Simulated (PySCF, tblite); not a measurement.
# C5H11FOSi2: geometry, infrared bands and NMR shifts

Aim: predict the infrared bands and NMR shifts of C5H11FOSi2 (`CC#C[SiH2][SiH2][C@@H](F)OC`).

Programs: tblite 0.8.0 and PySCF 2.14.0, with density-fitted response routines of our own. Each step states its level of theory. These are calculated values for one molecule in the gas phase, unless marked as measured. Atoms are numbered from 0 throughout.

**1. The starting structure**

20 atoms, charge 0, multiplicity 1; geometry from: force field or distance geometry start.

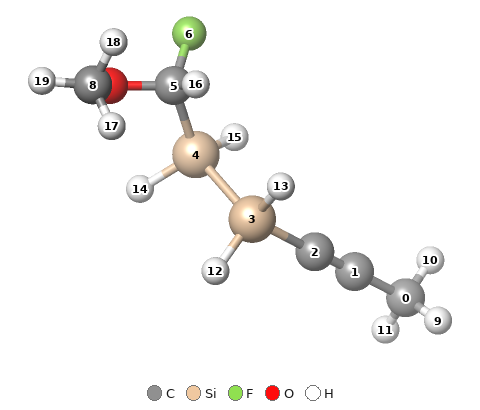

As it starts; carbon grey, silicon light orange, fluorine green, oxygen red, hydrogen white, atoms numbered.

**2. Optimising the geometry with GFN2-xTB**

What the job is given:

```
{"job": {"kind": "relax", "xc": "GFN2-xTB", "basis": "xTB"}, "charge": 0, "multiplicity": 1}
C      4.929300     0.418100    -0.301200
C      3.510200    -0.026100    -0.199100
C      2.393400    -0.419000    -0.091500
Si     0.641300    -0.967500     0.047400
Si    -0.662700     0.601200    -0.814300
C     -2.190500     0.784900     0.208900
F     -2.330600     2.142000     0.476000
O     -3.279300     0.380100    -0.539600
C     -4.002100    -0.634500     0.063200
H      5.515700    -0.251900     0.317700
H      5.043800     1.444700     0.082000
H      5.239900     0.416100    -1.366200
H      0.506300    -2.256900    -0.641900
H      0.336700    -1.180500     1.461300
H     -1.002300     0.186900    -2.190200
H      0.133100     1.860800    -0.848600
H     -2.172600     0.184100     1.132500
H     -3.351400    -1.504800     0.207400
H     -4.340800    -0.266100     1.068700
H     -4.922400    -0.900900    -0.485300
```

The run is started by

```console
OMP_NUM_THREADS=1 python probes_run.py task.json out
```

The driver reads the jobs from task.json and runs them one after another.

Log:

```text
step      E/eV     max force
  0    -774.51335    3.221
  1    -774.56750    5.576
  2    -774.77534    0.760
  3    -774.82527    0.633
  4    -774.89133    0.635
  5    -774.91674    0.341
  6    -774.93524    0.262
  7    -774.94886    0.348
  8    -774.96618    0.410
  9    -774.98344    0.329
 10    -774.99665    0.269
 11    -775.00452    0.187
 12    -775.00969    0.193
 13    -775.01392    0.174
 14    -775.01829    0.156
 15    -775.02263    0.155
 16    -775.02659    0.151
 17    -775.03037    0.164
 18    -775.03459    0.165
 19    -775.03973    0.163
 20    -775.04580    0.177
 21    -775.05187    0.209
 22    -775.05738    0.203
 23    -775.06328    0.197
 24    -775.07077    0.208
 25    -775.08005    0.211
 26    -775.09033    0.212
 27    -775.10023    0.218
 28    -775.10878    0.243
 29    -775.11397    0.347
 30    -775.11852    0.444
 31    -775.12792    0.177
 32    -775.13242    0.132
 33    -775.13748    0.114
 34    -775.13955    0.118
 35    -775.14303    0.126
 36    -775.14653    0.115
 37    -775.15026    0.145
 38    -775.15360    0.168
 39    -775.15748    0.180
 40    -775.16161    0.211
 41    -775.16500    0.160
 42    -775.16744    0.147
 43    -775.16941    0.136
 44    -775.17114    0.103
 45    -775.17264    0.132
 46    -775.17389    0.088
 47    -775.17508    0.104
 48    -775.17625    0.100
 49    -775.17797    0.080
 50    -775.17959    0.110
 51    -775.18123    0.122
 52    -775.18332    0.116
 53    -775.18625    0.167
 54    -775.18949    0.165
 55    -775.19239    0.130
 56    -775.19474    0.130
 57    -775.19703    0.117
 58    -775.19973    0.148
 59    -775.20177    0.161
 60    -775.20358    0.150
 61    -775.20505    0.088
 62    -775.20637    0.073
 63    -775.20817    0.090
 64    -775.21058    0.101
 65    -775.21237    0.114
 66    -775.21377    0.090
 67    -775.21509    0.090
 68    -775.21630    0.098
 69    -775.21735    0.116
 70    -775.21831    0.110
 71    -775.21933    0.094
 72    -775.22111    0.098
 73    -775.22231    0.094
 74    -775.22429    0.117
 75    -775.22575    0.090
 76    -775.22716    0.121
 77    -775.22874    0.161
 78    -775.23061    0.100
 79    -775.23299    0.152
 80    -775.23430    0.120
 81    -775.23606    0.106
 82    -775.23864    0.113
 83    -775.24077    0.087
 84    -775.24138    0.135
 85    -775.24271    0.081
 86    -775.24333    0.064
 87    -775.24422    0.059
 88    -775.24461    0.060
 89    -775.24532    0.051
 90    -775.24580    0.047
 91    -775.24622    0.036
 92    -775.24643    0.026
 93    -775.24657    0.025
 94    -775.24674    0.028
 95    -775.24696    0.032
 96    -775.24724    0.034
 97    -775.24753    0.040
 98    -775.24778    0.040
 99    -775.24800    0.030
100    -775.24823    0.031
101    -775.24849    0.039
102    -775.24883    0.042
103    -775.24920    0.042
104    -775.24955    0.039
105    -775.24982    0.056
106    -775.25008    0.071
107    -775.25028    0.072
108    -775.25059    0.034
109    -775.25085    0.039
110    -775.25119    0.038
111    -775.25147    0.047
112    -775.25199    0.045
113    -775.25259    0.054
114    -775.25327    0.064
115    -775.25380    0.054
116    -775.25426    0.053
117    -775.25468    0.052
118    -775.25512    0.058
119    -775.25563    0.072
120    -775.25629    0.065
121    -775.25715    0.069
122    -775.25769    0.073
123    -775.25874    0.072
124    -775.25995    0.082
125    -775.26122    0.086
126    -775.26143    0.131
127    -775.26245    0.067
128    -775.26283    0.042
129    -775.26339    0.045
130    -775.26418    0.054
131    -775.26458    0.054
132    -775.26494    0.038
133    -775.26513    0.026
134    -775.26532    0.023
135    -775.26546    0.026
136    -775.26560    0.023
137    -775.26575    0.026
138    -775.26594    0.041
139    -775.26620    0.041
140    -775.26655    0.047
141    -775.26714    0.047
142    -775.26758    0.048
143    -775.26829    0.055
144    -775.26890    0.051
145    -775.26905    0.076
146    -775.26952    0.045
147    -775.26966    0.027
148    -775.26988    0.024
149    -775.26995    0.026
150    -775.27008    0.022
151    -775.27020    0.032
152    -775.27040    0.042
153    -775.27063    0.041
154    -775.27087    0.028
155    -775.27107    0.024
156    -775.27122    0.025
157    -775.27133    0.021
158    -775.27141    0.019
159    -775.27149    0.019
160    -775.27157    0.022
161    -775.27168    0.022
162    -775.27184    0.029
163    -775.27204    0.032
164    -775.27225    0.033
165    -775.27247    0.039
166    -775.27267    0.046
167    -775.27290    0.040
168    -775.27318    0.050
169    -775.27354    0.067
170    -775.27399    0.068
171    -775.27445    0.056
172    -775.27483    0.045
173    -775.27517    0.039
174    -775.27543    0.049
175    -775.27568    0.045
176    -775.27584    0.026
177    -775.27596    0.026
178    -775.27607    0.022
179    -775.27623    0.024
180    -775.27638    0.035
181    -775.27657    0.039
182    -775.27675    0.031
183    -775.27689    0.022
184    -775.27698    0.018
185    -775.27707    0.021
186    -775.27716    0.024
187    -775.27728    0.027
188    -775.27742    0.027
189    -775.27754    0.035
190    -775.27765    0.020
191    -775.27772    0.024
192    -775.27778    0.017
193    -775.27783    0.019
194    -775.27790    0.023
195    -775.27798    0.022
196    -775.27803    0.014
197    -775.27806    0.008
```

It took 3 s on 1 thread of Arm Neoverse N1, shared host; peak memory 0.18 GiB.

The steps of the relaxation: (not every step is listed)

```csv
step,energy from step 0 (eV),largest force (eV/Å)
0,0.0000,3.2205
1,-0.0542,5.5758
2,-0.2620,0.7604
3,-0.3119,0.6327
4,-0.3780,0.6346
5,-0.4034,0.3415
6,-0.4219,0.2624
7,-0.4355,0.3480
8,-0.4528,0.4096
26,-0.5770,0.2117
44,-0.6578,0.1031
62,-0.6930,0.0727
80,-0.7210,0.1196
98,-0.7344,0.0405
116,-0.7409,0.0534
134,-0.7520,0.0228
152,-0.7571,0.0420
170,-0.7606,0.0676
188,-0.7641,0.0267
192,-0.7644,0.0168
193,-0.7645,0.0188
194,-0.7646,0.0233
195,-0.7646,0.0217
196,-0.7647,0.0139
197,-0.7647,0.0083
```

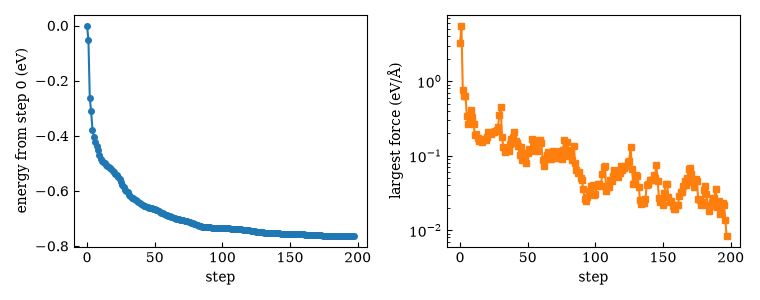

Energy and force, step by step.

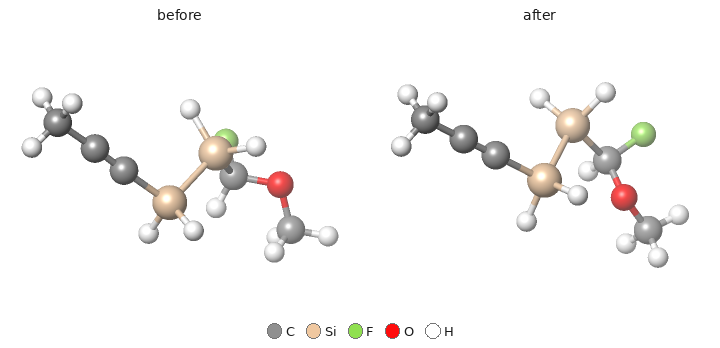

The geometry before (left) and after (right).

Close pairs (by a distance rule), those that changed most:

```
   bond  before (Å)  after (Å)  change (Å)
Si3–Si4       2.214      2.314      +0.099
 Si4–C5       1.848      1.928      +0.080
  C0–C1       1.490      1.446      -0.044
  O7–C8       1.384      1.415      +0.031
 C8–H18       1.123      1.093      -0.030
 C0–H11       1.109      1.090      -0.020
Si4–H15       1.490      1.471      -0.019
  C1–C2       1.189      1.206      +0.017
```

The next job starts from the end point, and lists it.

**3. Harmonic vibrations with GFN2-xTB**

What the job is given:

```
{"job": {"kind": "ir", "xc": "GFN2-xTB", "basis": "xTB"}, "charge": 0, "multiplicity": 1}
C      4.984413     0.078819    -0.308437
C      3.564741    -0.196665    -0.290470
C      2.379897    -0.419861    -0.276084
Si     0.566549    -0.770182    -0.243498
Si    -0.564415     1.222786    -0.562716
C     -2.341587     0.868219     0.094481
F     -3.285194     1.635035    -0.587298
O     -2.558361    -0.470710    -0.158455
C     -3.777886    -0.990833     0.334806
H      5.512020    -0.645636     0.311758
H      5.176161     1.080652     0.076224
H      5.363460     0.012675    -1.328121
H      0.315530    -1.771305    -1.290781
H      0.297115    -1.401721     1.060087
H     -0.758667     1.659110    -1.948727
H     -0.107557     2.412107     0.172809
H     -2.514850     1.112926     1.156215
H     -3.840751    -0.855090     1.420823
H     -4.632294    -0.498406    -0.137646
H     -3.783471    -2.051239     0.092297
```

Log:

```text
mode    cm-1     km/mol
  1       8.6      0.74
  2      16.7      0.06
  3      22.7      0.53
  4      41.0      0.87
  5      70.2      0.37
  6     118.6      4.17
  7     145.7      3.96
  8     175.8      2.61
  9     191.4     17.80
 10     198.2      2.89
 11     244.3      6.02
 12     314.0      4.17
 13     317.7      1.84
 14     332.1     50.01
 15     384.2     13.62
 16     436.8     16.01
 17     461.0      5.34
 18     503.8     20.15
 19     561.1     17.35
 20     571.0     26.00
 21     591.3      7.13
 22     643.1    882.12
 23     715.7     12.60
 24     727.3     12.24
 25     785.5    374.01
 26     808.1     21.06
 27     938.4    147.63
 28     986.5     37.02
 29    1015.1      5.29
 30    1016.1      5.10
 31    1102.1     50.81
 32    1103.8     31.12
 33    1133.3      6.29
 34    1151.5      5.73
 35    1254.8     27.32
 36    1322.7      6.91
 37    1382.5      1.98
 38    1400.3      1.72
 39    1450.6      6.28
 40    1451.1      7.04
 41    1464.3      3.55
 42    1482.8      5.39
 43    2158.1    270.62
 44    2180.7     18.90
 45    2198.1    579.78
 46    2236.6    278.79
 47    2319.0    213.34
 48    2823.3     78.48
 49    2922.9     44.59
 50    2962.2     33.94
 51    3000.4     18.69
 52    3002.7     18.28
 53    3009.2     25.48
 54    3032.3     17.63
```

Wall time 1.6 s (1 thread of Arm Neoverse N1, shared host); peak memory 0.18 GiB.

The strongest bands and the atoms that carry them (share of the mass-weighted mode):

```csv
cm⁻¹,km/mol,atoms
643,882.1,"H14 26 %, H13 22 %, H12 20 %, H15 18 %"
786,374.0,"H13 31 %, H12 31 %, H15 17 %, H14 15 %"
938,147.6,"C5 62 %, F6 23 %"
2158,270.6,H13 86 %
2198,579.8,"H12 47 %, H15 47 %"
2237,278.8,H14 93 %
2319,213.3,"C1 53 %, C2 46 %"
2823,78.5,H16 94 %
```

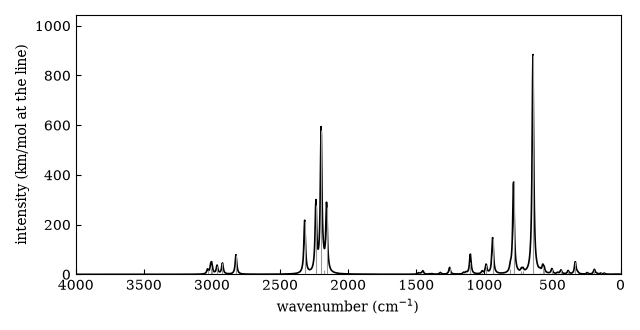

The infrared spectrum from these modes, unscaled. Lines are broadened to a width of 14 cm⁻¹ (Lorentzian).

**4. NMR shieldings: PBE0/pcSseg-1**

Settings changed since step 3:

```diff
@@ -1,2 +1,2 @@
-{"job": {"kind": "ir", "xc": "GFN2-xTB", "basis": "xTB"}, "charge": 0, "multiplicity": 1}
+{"job": {"kind": "nmr", "xc": "PBE0", "basis": "pcSseg-1"}, "charge": 0, "multiplicity": 1}
 C      4.984413     0.078819    -0.308437
```

Method: GIAO PBE0/pcSseg-1 NMR shielding, non-relativistic, gas phase.

Log:

```text
coarse grid: 17672 points
cycle   1  E = -950.2336281919  dE =  8.468e-01  |g| = 7.352e-01  |ddm| = 4.134e+00
cycle   2  E = -950.1589919703  dE =  7.464e-02  |g| = 9.983e-01  |ddm| = 1.444e+00
cycle   3  E = -950.3361425259  dE = -1.772e-01  |g| = 1.062e-01  |ddm| = 8.037e-01
cycle   4  E = -950.3375658224  dE = -1.423e-03  |g| = 6.643e-02  |ddm| = 1.250e-01
cycle   5  E = -950.3385649608  dE = -9.991e-04  |g| = 2.424e-02  |ddm| = 6.206e-02
cycle   6  E = -950.3386997944  dE = -1.348e-04  |g| = 4.561e-03  |ddm| = 2.167e-02
cycle   7  E = -950.3387044619  dE = -4.667e-06  |g| = 1.391e-03  |ddm| = 6.127e-03
final grid: 161800 points
cycle   8  E = -950.4096063540  dE = -3.248e-05  |g| = 1.200e-02  |ddm| = 3.463e-02
cycle   9  E = -950.4095824883  dE =  2.387e-05  |g| = 1.690e-02  |ddm| = 1.759e-02
cycle  10  E = -950.4096326724  dE = -5.018e-05  |g| = 1.575e-03  |ddm| = 1.034e-02
cycle  11  E = -950.4096331995  dE = -5.271e-07  |g| = 3.401e-04  |ddm| = 1.522e-03
cycle  12  E = -950.4096332111  dE = -1.161e-08  |g| = 2.212e-04  |ddm| = 3.494e-04
cycle  13  E = -950.4096332219  dE = -1.077e-08  |g| = 6.019e-05  |ddm| = 1.816e-04
cycle  14  E = -950.4096332226  dE = -7.624e-10  |g| = 1.736e-05  |ddm| = 5.064e-05
converged SCF energy = -950.4096332226

GIAO shielding tensors (ppm)
atom      isotropic    diamagn.    paramagn.     s11        s22        s33       span
  0 C      180.705     251.780     -71.075    172.137    172.441    197.538     25.401
  1 C       71.783     276.673    -204.890    -24.261    -23.334    262.944    287.205
  2 C      107.798     259.802    -152.004     24.834     26.394    272.166    247.333
  3 Si     453.414     882.864    -429.449    442.660    445.745    471.838     29.178
  4 Si     411.198     881.903    -470.705    371.092    398.440    464.061     92.969
  5 C       68.327     253.081    -184.753     43.534     69.441     92.007     48.473
  6 F      339.552     473.294    -133.742    245.644    357.230    415.783    170.140
  7 O      251.668     403.433    -151.766    181.332    270.531    303.139    121.807
  8 C      127.366     241.040    -113.674     87.384    110.415    184.300     96.917
  9 H       29.686      26.249       3.436     24.609     27.917     36.531     11.922
 10 H       29.691      29.517       0.173     24.572     28.277     36.224     11.652
 11 H       29.689      26.647       3.042     24.658     28.009     36.400     11.742
 12 H       27.268      30.574      -3.305     23.003     27.035     31.767      8.764
 13 H       27.436      31.536      -4.100     23.064     27.529     31.715      8.651
 14 H       27.530      30.302      -2.771     24.233     26.529     31.830      7.597
 15 H       27.590      30.823      -3.233     24.110     26.383     32.276      8.166
 16 H       26.127      32.576      -6.449     24.139     26.640     27.602      3.462
 17 H       28.661      28.176       0.485     24.821     26.566     34.595      9.774
 18 H       27.634      26.219       1.415     23.136     25.854     33.911     10.775
 19 H       27.982      28.318      -0.336     23.823     25.931     34.193     10.370
```

It took 71 s on 1 thread of Arm Neoverse N1, shared host; peak memory 0.93 GiB.

The references, computed at this level on geometries of the same kind, shield at (ppm): 1H TMS 31.72, 13C TMS 186.9, 29Si TMS 349.2, 19F CFCl3 170.9, 17O H2O 336.1. Their shielding less the atom's gives the shift. The references are single molecules in the gas phase, so shifts against H2O, NH3, PH3, H3PO4 or CFCl3 are not on the usual liquid scales and can be off by tens of ppm. Atoms listed in one row are averaged.

```
        atoms                                     environment  σ (ppm)  δ (ppm)  δ scaled to CDCl3
           C5                 sp3 CH bonded to F and O and Si     68.3    118.6              113.8
           C1                                   alkyne carbon     71.8    115.1              110.5
           C2                                   alkyne carbon    107.8     79.1               75.3
           C8                       methyl carbon bonded to O    127.4     59.6               56.2
           C0                       propargylic methyl carbon    180.7      6.2                4.2
          H16  hydrogen on an sp3 CH bonded to F and O and Si    26.13     5.59               5.38
          H12           hydrogen on a silicon bonded to C, Si    27.27     4.45                  –
          H13           hydrogen on a silicon bonded to C, Si    27.44     4.28                  –
          H14           hydrogen on a silicon bonded to C, Si    27.53     4.19                  –
          H15           hydrogen on a silicon bonded to C, Si    27.59     4.13                  –
H17, H18, H19         hydrogen on a methyl carbon bonded to O    28.09     3.62               3.52
 H9, H10, H11         hydrogen on a propargylic methyl carbon    29.69     2.03               2.02
          Si4                    silicon bonded to C, Si, 2 H    411.2    -62.0                  –
          Si3                    silicon bonded to C, Si, 2 H    453.4   -104.3                  –
           F6                       fluorine on an sp3 carbon    339.6   -168.6                  –
           O7                                    ether oxygen    251.7     84.4                  –
```

The scaled column applies a straight-line fit of computed shieldings to shifts measured in CDCl3, and one for carbons that bear F (root-mean-square error 0.16 ppm for H, 1.9 ppm for C).

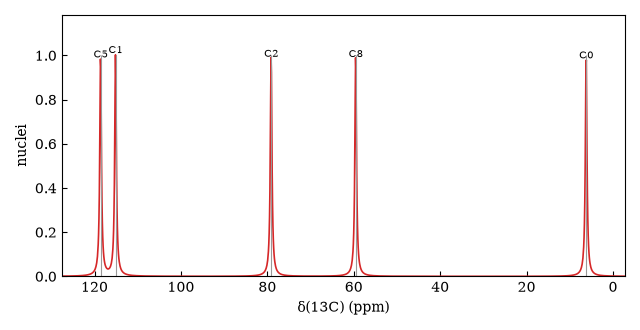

13C lines at the computed shifts, without couplings. Lines are broadened to a width of 0.45 ppm (Lorentzian).

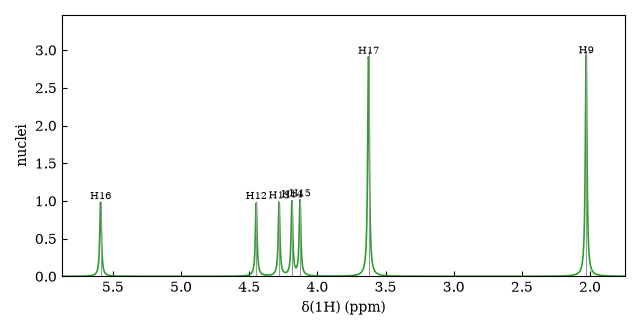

1H lines at the computed shifts, without couplings. Lines are broadened to a width of 0.01 ppm (Lorentzian).

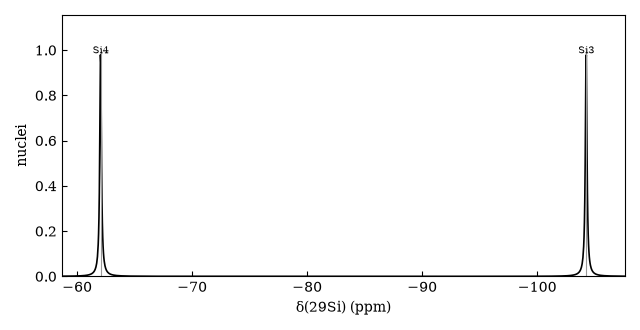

29Si lines at the computed shifts, without couplings. Lines are broadened to a width of 0.17 ppm (Lorentzian).

The run also stored atomic charges by several schemes (e):

```csv
atoms,Mulliken,IAO,Hirshfeld,ESP fit
C0,-0.16,-0.44,-0.09,-0.55
C1,-0.14,0.00,-0.03,0.26
C2,-0.42,-0.38,-0.19,-0.49
Si3,0.40,0.49,0.25,0.37
Si4,0.34,0.46,0.24,0.18
C5,0.19,0.10,0.04,0.12
F6,-0.34,-0.34,-0.13,-0.23
O7,-0.52,-0.38,-0.13,-0.23
C8,-0.03,-0.21,-0.04,-0.26
```

Hirshfeld charges:

C0 -0.09; C1 -0.03; C2 -0.19; Si3 0.25; Si4 0.24; C5 0.04; F6 -0.13; O7 -0.13; C8 -0.04; H9 0.06; H10 0.06; H11 0.06; H12 -0.07; H13 -0.07; H14 -0.07; H15 -0.07; H16 0.03; H17 0.04; H18 0.04; H19 0.05

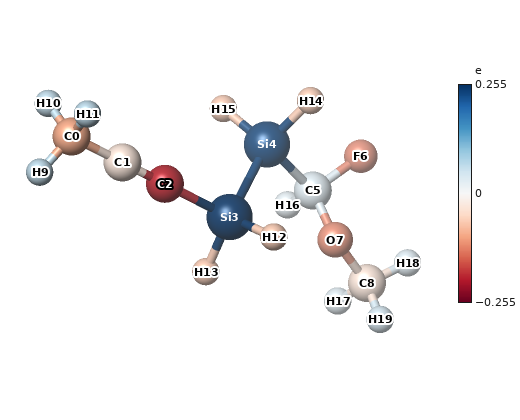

Hirshfeld charges, as colours on the atoms.

Mayer bond orders: C0–C1 1.17, C1–C2 2.56, C2–Si3 0.97, Si3–Si4 0.89, Si4–C5 0.82, C5–F6 0.85, C5–O7 0.98, O7–C8 0.89.

**5. Summary of results**

```
                                                              quantity                                         value
                             strongest single infrared mode (GFN2-xTB)                          643 cm⁻¹, 882 km/mol
                                          zero-point energy (GFN2-xTB)                                 87.0 kcal/mol
                                13C shifts against TMS (PBE0/pcSseg-1)             118.6, 115.1, 79.1, 59.6, 6.2 ppm
1H shifts against TMS (PBE0/pcSseg-1, means over atoms taken as alike)  5.59, 4.45, 4.28, 4.19, 4.13, 3.62, 2.03 ppm
                               29Si shifts against TMS (PBE0/pcSseg-1)                             -62.0, -104.3 ppm
                              19F shifts against CFCl3 (PBE0/pcSseg-1)                                    -168.6 ppm
                                17O shifts against H2O (PBE0/pcSseg-1)                                      84.4 ppm
```

What this shows: Over 197 steps the energy fell by 0.765 eV; of the close pairs, Si3–Si4 changed most, 2.214 to 2.314 Å. All 54 modes are real, so the xTB geometry is a minimum. The strongest single mode, at 643 cm⁻¹, is spread over several atoms, H14, H13, H12, H15 among them. GFN2-xTB is a fitted tight-binding method: band positions and strengths are rough. Its intensities can rank the bands wrongly. The most deshielded hydrogen is H16 (hydrogen on an sp3 CH bonded to F and O and Si), at 5.59 ppm: its carbon carries F and O, which withdraws density. At PBE0/pcSseg-1: The largest span, 287 ppm, is at C1, where the paramagnetic term is -205 ppm.
